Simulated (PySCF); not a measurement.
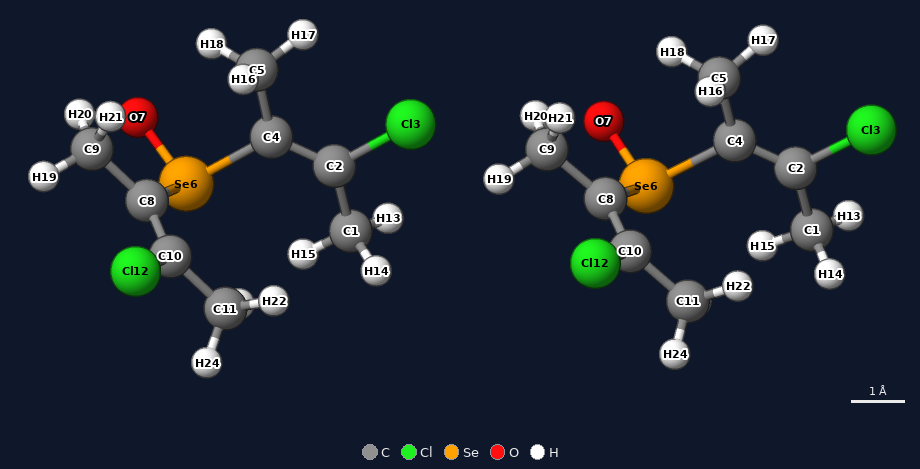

Two geometries of C$_{8}$H$_{12}$Cl$_{2}$OSe, drawn at one scale. One is the start of a relaxation, the other its converged end. The picture is a ball-and-stick view, seen at a tilt.

The calculation used PBE0-D3(BJ)/def2-SVP geometry optimisation, gas phase in PySCF. 

**Which geometry has the lower energy?**

The left one is the relaxed one. The start comes from GFN2-xTB. Its atoms were then displaced at random by about 0.01 Å. The atom that moves furthest after the best rigid fit is an H atom (0.33 Å). By element the largest moves are H 0.33 Å, C 0.21 Å, O 0.17 Å, Cl 0.16 Å, Se 0.04 Å. Some distances before and after: C–H 1.045 → 1.100 Å, O–Se 1.593 → 1.643 Å, C–Se 1.999 → 1.954 Å, C–C 1.307 → 1.341 Å. Among the angles between lasting bonds that change: H–C–H 112.3° → 107.2°, C–C–H 108.2° → 111.8°, O–Se–C 104.8° → 102.0°. After 11 geometry steps the energy has fallen by 0.312 eV.
